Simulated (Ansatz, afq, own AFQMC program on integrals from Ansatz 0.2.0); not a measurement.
**BH2O (doublet): AFQMC on the coupled-cluster ladder at distance B1–O2 = 1.047 Å, cc-pVDZ**

How near does AFQMC come to the top of the ladder for BH2O (doublet)?

The runs use Ansatz 0.2.0, Gaussian basis, and an in-house AFQMC program (afq) on its integrals; all values are calculated; cc-pVDZ, frozen cores.

To be run: PBE (unrestricted); r2SCAN (unrestricted); PBE0 (unrestricted); B3LYP (unrestricted); wB97M-V (unrestricted); B2PLYP (unrestricted); CCSD(T) on UHF; CCSDT(Q) on UHF; Phaseless AFQMC, CISD trial on UHF.

3 further runs of the same task are left out: 1 for a known fault of the program, 2 that didn't finish.

### 1 What is computed

The geometry derives from a PBE0/def2-TZVP stationary point (not a proven minimum). One bond is set to the value named and the two fragments are kept rigid.

4 atoms, charge 0, spin multiplicity 2.

Atoms are counted from 1 here; the program's logs count them from 0.

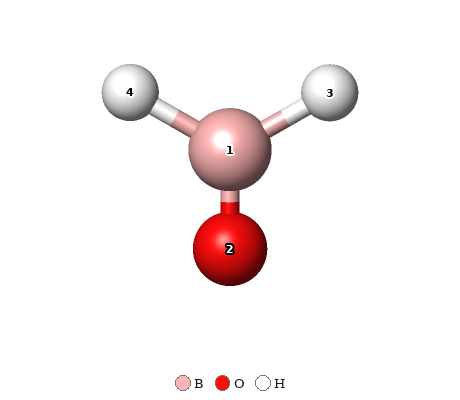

The geometry (boron pink, oxygen red, hydrogen white); atoms are numbered from 1 in the order of the file.

### 2 PBE (unrestricted)

Input file in.yaml:

```yaml
crystal:
  periodic: [false, false, false]
  atoms:
    - {symbol: B, position_ang: [0.000000, 0.000000, 0.538935]}
    - {symbol: O, position_ang: [0.000000, 0.000000, -0.508065]}
    - {symbol: H, position_ang: [0.000000, 1.050271, 1.142089]}
    - {symbol: H, position_ang: [0.000000, -1.050271, 1.142089]}
basis:
  gaussian: {orbitals: cc-pVDZ}
magnetization: {spin_polarized: true, initial_magnetization: 1}
hamiltonian: {xc: {name: PBE}}
output: {orbitals: {seedname: orbitals}}
```

Run with:

```
$ ansatz run in.yaml --threads 1 --pin off --events-out ev --progress --plain --max-ram 1382MiB
```

What it wrote:

```text
Functional definition: PBE
  name "PBE"
  cite "Perdew, Burke & Ernzerhof, Phys. Rev. Lett. 77, 3865 (1996) doi:10.1103/PhysRevLett.77.3865"
  parent pbe
  parameter kappa = 0.804
  parameter beta = 0.06672455060314922
  exchange = pbe_x(kappa = kappa, mu = beta*pi^2/3)
  correlation = pbe_c(beta = beta)
405 factors; their error is unknown
mean field evaluation 1: about -2743.4328 eV, gradient 3.8e1 eV
mean field evaluation 2: about -2721.2782 eV, gradient 8.0e1 eV
mean field evaluation 4: about -2748.9695 eV, gradient 3.8e0 eV
mean field evaluation 8: about -2749.0316 eV, gradient 1.1e-2 eV
mean field evaluation 16: about -2749.0080 eV, gradient 3.4e-5 eV
mean field -2749.00801708 eV, -101.0241812830 hartree, gradient 3.4e-5 eV, S^2 0.754347; 0 other end points of the search recorded, 0 dependent functions left out
reference -2749.00804090 eV, -101.0241821585 hartree; 8, 7 occupied and 30, 31 virtual orbitals, 405 factors
Total energy: -2749.00804090 eV, -101.0241821585 hartree
```

Run time: 0.69 s. Hardware: 1 thread of Arm Neoverse V1, shared host.

From the report: ⟨S²⟩ of the determinant 0.754 (pure doublet: 0.75).

### 3 r2SCAN (unrestricted)

in.yaml, as its differences from that of step 2:

```diff
@@ -10,3 +10,2 @@
 magnetization: {spin_polarized: true, initial_magnetization: 1}
-hamiltonian: {xc: {name: PBE}}
-output: {orbitals: {seedname: orbitals}}
+hamiltonian: {xc: {name: r2SCAN}}
```

The command is unchanged.

What it wrote:

```text
Functional definition: r2SCAN
  name "r2SCAN"
  cite "Furness, Kaplan, Ning, Perdew & Sun, J. Phys. Chem. Lett. 11, 8208 (2020) doi:10.1021/acs.jpclett.0c02405"
  cite "Furness, Kaplan, Ning, Perdew & Sun, J. Phys. Chem. Lett. 11, 9248 (2020) doi:10.1021/acs.jpclett.0c03077"
  parent r2scan
  parameter k0 = 0.174
  parameter k1 = 0.065
  parameter a1 = 4.9479
  exchange = r2scan_x(k0 = k0, k1 = k1, a1 = a1)
  correlation = r2scan_c
405 factors; their error is unknown
mean field evaluation 1: about -2746.0661 eV, gradient 3.6e1 eV
mean field evaluation 2: about -2731.4745 eV, gradient 6.8e1 eV
mean field evaluation 4: about -2750.9876 eV, gradient 2.5e0 eV
mean field evaluation 8: about -2750.9964 eV, gradient 1.7e-2 eV
mean field -2750.99644857 eV, -101.0972547926 hartree, gradient 3.8e-5 eV, S^2 0.760472; 0 other end points of the search recorded, 0 dependent functions left out
reference -2750.99645645 eV, -101.0972550822 hartree; 8, 7 occupied and 30, 31 virtual orbitals, 405 factors
Total energy: -2750.99645645 eV, -101.0972550822 hartree
```

Run time: 1.4 s. Hardware: 1 thread of Arm Neoverse V1, shared host.

From the report: ⟨S²⟩ of the determinant 0.760 (pure doublet: 0.75).

### 4 PBE0 (unrestricted)

in.yaml, as its differences from that of step 3:

```diff
@@ -10,2 +10,3 @@
 magnetization: {spin_polarized: true, initial_magnetization: 1}
-hamiltonian: {xc: {name: r2SCAN}}
+hamiltonian: {xc: {name: PBE0}}
+output: {orbitals: {seedname: orbitals}}
```

Same command.

What it wrote:

```text
Functional definition: PBE0
  name "PBE0"
  cite "Adamo & Barone, J. Chem. Phys. 110, 6158 (1999) doi:10.1063/1.478522"
  cite "Perdew, Burke & Ernzerhof, Phys. Rev. Lett. 77, 3865 (1996) doi:10.1103/PhysRevLett.77.3865"
  parent pbe
  parameter a = 0.25
  parameter kappa = 0.804
  parameter beta = 0.06672455060314922
  exchange = (1 - a)*pbe_x(kappa = kappa, mu = beta*pi^2/3) + a*exact_x
  correlation = pbe_c(beta = beta)
344 factors; integrals over basis functions are off by at most 7.7e-4 eV
mean field evaluation 1: about -2744.6727 eV, gradient 3.5e1 eV
mean field evaluation 2: about -2735.9410 eV, gradient 5.8e1 eV
mean field evaluation 4: about -2749.1896 eV, gradient 1.7e0 eV
mean field evaluation 8: about -2749.2020 eV, gradient 6.3e-2 eV
mean field evaluation 16: about -2749.2021 eV, gradient 3.4e-5 eV
mean field -2749.20211546 eV, -101.0313142670 hartree, gradient 3.4e-5 eV, S^2 0.759222; 0 other end points of the search recorded, 0 dependent functions left out
reference -2749.20213305 eV, -101.0313149136 hartree; 8, 7 occupied and 30, 31 virtual orbitals, 344 factors
Total energy: -2749.20213305 eV, -101.0313149136 hartree
```

Run time: 0.75 s. Hardware: 1 thread of Arm Neoverse V1, shared host.

From the report: ⟨S²⟩ of the determinant 0.759 (pure doublet: 0.75).

### 5 B3LYP (unrestricted)

in.yaml, as its differences from that of step 4:

```diff
@@ -10,3 +10,2 @@
 magnetization: {spin_polarized: true, initial_magnetization: 1}
-hamiltonian: {xc: {name: PBE0}}
-output: {orbitals: {seedname: orbitals}}
+hamiltonian: {xc: {name: B3LYP}}
```

Same command.

What it wrote, cut to the lines that bear on the results:

```text
Functional definition: B3LYP
  name "B3LYP"
  cite "Stephens, Devlin, Chabalowski & Frisch, J. Phys. Chem. 98, 11623 (1994) doi:10.1021/j100096a001"
  cite "Becke, Phys. Rev. A 38, 3098 (1988) doi:10.1103/PhysRevA.38.3098"
  cite "Lee, Yang & Parr, Phys. Rev. B 37, 785 (1988) doi:10.1103/PhysRevB.37.785"
  cite "Vosko, Wilk & Nusair, Can. J. Phys. 58, 1200 (1980) doi:10.1139/p80-159"
[...]
344 factors; integrals over basis functions are off by at most 7.7e-4 eV
[...]
mean field -2752.66692763 eV, -101.1586437656 hartree, gradient 7.2e-5 eV, S^2 0.757785; 0 other end points of the search recorded, 0 dependent functions left out
reference -2752.66708995 eV, -101.1586497310 hartree; 8, 7 occupied and 30, 31 virtual orbitals, 344 factors
Total energy: -2752.66708995 eV, -101.1586497310 hartree
```

Wall time 0.69 s (1 thread of Arm Neoverse V1, shared host).

From the report: ⟨S²⟩ of the determinant 0.758 (pure doublet: 0.75).

### 6 wB97M-V (unrestricted)

in.yaml, as its differences from that of step 5:

```diff
@@ -10,2 +10,3 @@
 magnetization: {spin_polarized: true, initial_magnetization: 1}
-hamiltonian: {xc: {name: B3LYP}}
+hamiltonian: {xc: {name: wB97M-V}}
+output: {orbitals: {seedname: orbitals}}
```

Same command.

What it wrote, cut to the lines that bear on the results:

```text
Functional definition: wB97M-V
  name "wB97M-V"
  cite "Mardirossian & Head-Gordon, J. Chem. Phys. 144, 214110 (2016) doi:10.1063/1.4952647"
  cite "Becke, J. Chem. Phys. 107, 8554 (1997) doi:10.1063/1.475007"
  cite "Vydrov & Van Voorhis, J. Chem. Phys. 133, 244103 (2010) doi:10.1063/1.3521275"
  # Of w^i u^j: cxij and so on, Table III.
[...]
  gx(w, u) = 1 - cx + cx01*u + cx10*w
  gss(w, u) = css00 + css04*u^4 + css10*w + css20*w^2 + css43*w^4*u^3
  gos(w, u) = cos00 + cos10*w + (cos20 + cos21*u)*w^2 + (cos60 + cos61*u)*w^6
[...]
      + integral(e_c_pw_mod_opposite_spin*gos(b97_w_opposite, b97_u_opposite)) + vv10(b, c)
344 factors; integrals over basis functions are off by at most 7.7e-4 eV
111 factors; integrals over basis functions are off by at most 1.2e-5 eV
[...]
mean field -2751.25698091 eV, -101.1068291794 hartree, gradient 1.8e-5 eV, S^2 0.757003; 0 other end points of the search recorded, 0 dependent functions left out
reference -2751.25700958 eV, -101.1068302332 hartree; 8, 7 occupied and 30, 31 virtual orbitals, 344 factors
Total energy: -2751.25700958 eV, -101.1068302332 hartree
```

It took 2.7 s on 1 thread of Arm Neoverse V1, shared host.

From the report: ⟨S²⟩ of the determinant 0.757 (pure doublet: 0.75).

### 7 B2PLYP (unrestricted)

in.yaml, as its differences from that of step 6:

```diff
@@ -10,3 +10,3 @@
 magnetization: {spin_polarized: true, initial_magnetization: 1}
-hamiltonian: {xc: {name: wB97M-V}}
-output: {orbitals: {seedname: orbitals}}
+hamiltonian: {xc: {name: B2PLYP}}
+correlation: {electrons: outside_noble_gas}
```

The command is unchanged.

What it wrote, cut to the lines that bear on the results:

```text
Functional definition: B2PLYP
  name "B2PLYP"
  cite "Grimme, J. Chem. Phys. 124, 034108 (2006) doi:10.1063/1.2148954"
  cite "Becke, Phys. Rev. A 38, 3098 (1988) doi:10.1103/PhysRevA.38.3098"
  cite "Lee, Yang & Parr, Phys. Rev. B 37, 785 (1988) doi:10.1103/PhysRevB.37.785"
[...]
344 factors; integrals over basis functions are off by at most 7.7e-4 eV
[...]
mean field -2747.49321489 eV, -100.9685133294 hartree, gradient 5.2e-7 eV, S^2 0.767504; 0 other end points of the search recorded, 0 dependent functions left out
2 core orbitals not correlated: weight in the atoms' cores, before any rotation towards them, 1.000 or more for the frozen orbitals, at most 0.000 for the correlated occupied ones
reference -2747.49331741 eV, -100.9685170970 hartree; 6, 5 occupied and 30, 31 virtual orbitals, 344 factors
second order -8.38948704 eV of doubles, -0.00000000 eV of singles
Total energy: -2749.75847891 eV, -101.0517602468 hartree
```

Wall time 0.9 s (1 thread of Arm Neoverse V1, shared host).

From the report: ⟨S²⟩ of the determinant 0.768 (pure doublet: 0.75).

### 8 CCSD(T) on UHF

in.yaml, as its differences from that of step 7:

```diff
@@ -10,3 +10,2 @@
 magnetization: {spin_polarized: true, initial_magnetization: 1}
-hamiltonian: {xc: {name: B2PLYP}}
-correlation: {electrons: outside_noble_gas}
+correlation: {method: ccsd_t, electrons: outside_noble_gas, hamiltonian_folder: ham}
```

Same command.

What it wrote, cut to the lines that bear on the results:

```text
Functional definition: HF
  name "HF"
  cite "Fock, Z. Phys. 61, 126 (1930) doi:10.1007/BF01340294"
  parent pbe
[...]
344 factors; integrals over basis functions are off by at most 7.7e-4 eV
[...]
mean field -2737.35081305 eV, -100.5957869364 hartree, gradient 3.0e-6 eV, S^2 0.785537; 2 other end points of the search recorded, 0 dependent functions left out
2 core orbitals not correlated: weight in the atoms' cores, before any rotation towards them, 1.000 or more for the frozen orbitals, at most 0.000 for the correlated occupied ones
reference -2737.35081305 eV, -100.5957869364 hartree; 6, 5 occupied and 30, 31 virtual orbitals, 344 factors
second order -6.63786461 eV of doubles, -0.00000000 eV of singles
cycle   1  -7.00114879 eV  change   -3.6e-1 eV  update   7.7e-2
[...]
cycle  10  -7.37351004 eV  change   -1.8e-7 eV  update   9.3e-6
perturbative correction -0.17988288 eV, -0.0066105740 hartree
Total energy: -2744.90420597 eV, -100.8733690064 hartree
```

Wall time 0.87 s (1 thread of Arm Neoverse V1, shared host).

From the report: ⟨S²⟩ of the determinant 0.786 (pure doublet: 0.75); correlation -7.5534 eV; T1 0.031; largest double amplitude 0.05.

This run also writes the integrals to the folder ham.

### 9 CCSDT(Q) on UHF

in.yaml, as its differences from that of step 8:

```diff
@@ -10,2 +10,2 @@
 magnetization: {spin_polarized: true, initial_magnetization: 1}
-correlation: {method: ccsd_t, electrons: outside_noble_gas, hamiltonian_folder: ham}
+correlation: {method: ccsdt_q, electrons: outside_noble_gas}
```

The command is unchanged.

What it wrote, cut to the lines that bear on the results:

```text
Functional definition: HF
  name "HF"
  cite "Fock, Z. Phys. 61, 126 (1930) doi:10.1007/BF01340294"
  parent pbe
[...]
676 factors; integrals over basis functions are off by at most 1.5e-7 eV
[...]
mean field -2737.35087251 eV, -100.5957891216 hartree, gradient 3.0e-6 eV, S^2 0.785537; 2 other end points of the search recorded, 0 dependent functions left out
2 core orbitals not correlated: weight in the atoms' cores, before any rotation towards them, 1.000 or more for the frozen orbitals, at most 0.000 for the correlated occupied ones
reference -2737.35087251 eV, -100.5957891216 hartree; 6, 5 occupied and 30, 31 virtual orbitals, 676 factors
second order -6.63788563 eV of doubles, -0.00000000 eV of singles
cycle   1  -7.00114663 eV  change   -3.6e-1 eV  update   8.3e-2
[...]
cycle  16  -7.57322851 eV  change    3.7e-8 eV  update   3.2e-7
perturbative correction -0.01859121 eV, -0.0006832143 hartree
Total energy: -2744.94269223 eV, -100.8747833504 hartree
```

It took 15 s on 1 thread of Arm Neoverse V1, shared host; peak memory 0.25 GiB.

From the report: ⟨S²⟩ of the determinant 0.786 (pure doublet: 0.75); correlation -7.5918 eV; T1 0.032; largest double amplitude 0.06.

### 10 Phaseless AFQMC, CISD trial on UHF

It reads the integrals that the CCSD(T) run on this determinant wrote.

Run with:

```
$ afq ham --method phaseless --trial cisd --walkers 60 --populations 1 --least-time 40 --time-step 0.005 --steps-per-block 50 --equilibration-blocks 28 --max-blocks 300 --target-error 0.0004 --factor-cut 1e-05 --start spin_pure --seed 6930 --release-times 0.24,0.51,0.99,1.62,2.4 --release-step 0.03 --release-every 4 --taylor-order 6
```

What it wrote:

```text
orbitals 36  electrons 6 5  factors 279 of 344
reference energy -100.59578694 Eh
CCSD correlation -0.27097132 Eh in 10 cycles, weight of the determinant in the CISD state 0.8906
energy of the start -100.865452 Eh
 block  time / (1/Eh)  mean weight  energy / Eh
     1     0.250  1.0006  -100.864485
     2     0.500  0.9977  -100.868985
     3     0.750  0.9993  -100.870638
     4     1.000  1.0036  -100.871806
     5     1.250  0.9986  -100.873071
     6     1.500  1.0020  -100.872137
     7     1.750  1.0010  -100.878959
     8     2.000  1.0006  -100.877778
     9     2.250  0.9995  -100.882277
    10     2.500  1.0006  -100.882660
    15     3.750  0.9991  -100.870033
    22     5.500  0.9989  -100.876654
    29     7.250  0.9994  -100.871351
    36     9.000  0.9981  -100.876748
    43    10.750  1.0013  -100.868804
    50    12.500  1.0000  -100.871491
    57    14.250  0.9979  -100.877503
    64    16.000  1.0012  -100.875105
    71    17.750  1.0001  -100.876134
    78    19.500  1.0006  -100.873057
    85    21.250  0.9988  -100.871288
    92    23.000  0.9985  -100.880438
    99    24.750  0.9999  -100.875394
   106    26.500  0.9963  -100.884388
   113    28.250  1.0011  -100.870286
   120    30.000  0.9987  -100.882169
   127    31.750  1.0026  -100.874336
   134    33.500  1.0020  -100.877232
   141    35.250  0.9968  -100.874596
   148    37.000  0.9999  -100.876542
   155    38.750  1.0019  -100.884753
   162    40.500  1.0003  -100.872008
   169    42.250  1.0030  -100.873327
   176    44.000  1.0013  -100.870475
   183    45.750  1.0012  -100.872034
   190    47.500  0.9987  -100.868763
   197    49.250  0.9993  -100.870010
   204    51.000  1.0004  -100.877070
   211    52.750  1.0030  -100.870089
   218    54.500  0.9975  -100.878028
   225    56.250  0.9984  -100.875629
   232    58.000  0.9993  -100.871908
   239    59.750  0.9987  -100.874233
   246    61.500  0.9964  -100.870829
   253    63.250  0.9991  -100.871444
   260    65.000  1.0009  -100.874932
   267    66.750  1.0031  -100.875039
   274    68.500  1.0004  -100.875564
   281    70.250  1.0014  -100.878453
   288    72.000  0.9991  -100.869472
   295    73.750  1.0004  -100.868995
   302    75.500  1.0016  -100.872440
blocks merged  error / Eh  count
     1  0.000281  280
     2  0.000315  140
     4  0.000361  70
     8  0.000399  35
    16  0.000396  17
    32  0.000364  8
released: time / (1/Eh)  energy / Eh  error  mean overlap
  0.24  -100.874348  0.000400  0.9951
  0.51  -100.874611  0.000423  0.9967
  0.99  -100.874728  0.000404  0.9926
  1.62  -100.874688  0.000576  0.9872
  2.40  -100.875050  0.000660  0.9826
energy -100.874295 +/- 0.000399 Eh
```

It took 7.5 min on 1 thread of Arm Neoverse V1, shared host.

Energy -2744.9294 ± 0.0109 eV. Caveats: constraint bias not in the error.

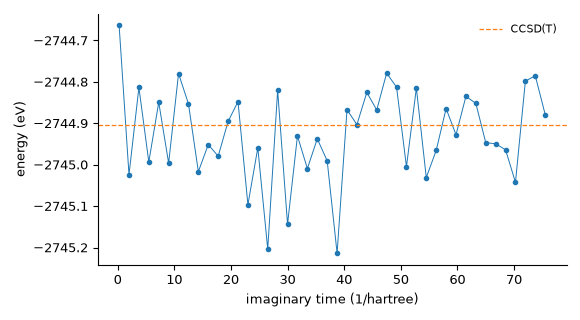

Block energies along the walk.

### 11 All levels side by side

On the UHF determinant, counted from CCSDT(Q) (a yardstick, not exact):

| level | energy (eV) | from CCSDT(Q) (meV) | statistical error (meV) | time |
| --- | --- | --- | --- | --- |
| HF | -2737.3508 | +7591.9 |  |  |
| MP2 | -2743.9887 | +954.0 |  |  |
| CCSD | -2744.7243 | +218.4 |  |  |
| CCSD(T) | -2744.9042 | +38.5 |  |  |
| CCSDT(Q) | -2744.9427 | 0.0 |  |  |
| Phaseless AFQMC, CISD trial, step 0.005, 60 walkers | -2744.9294 | +13.3 | 10.9 | 7.5 min |

The functionals' totals stand on their own zeros and serve differences with other points: PBE -2749.008 eV; r2SCAN -2750.996 eV; PBE0 -2749.202 eV; B3LYP -2752.667 eV; wB97M-V -2751.257 eV; B2PLYP -2749.758 eV.

### 12 What came out

```
                                        quantity             value
                    CCSD(T) on UHF from CCSDT(Q)         +38.5 meV
Phaseless AFQMC, CISD trial on UHF from CCSDT(Q)  +13.3 ± 10.9 meV
```

On UHF the phaseless walk with the CISD trial lies +13.3 meV from CCSDT(Q), within three error bars. Error bars are statistical and leave out the constraint, the time step and what remains of the start.
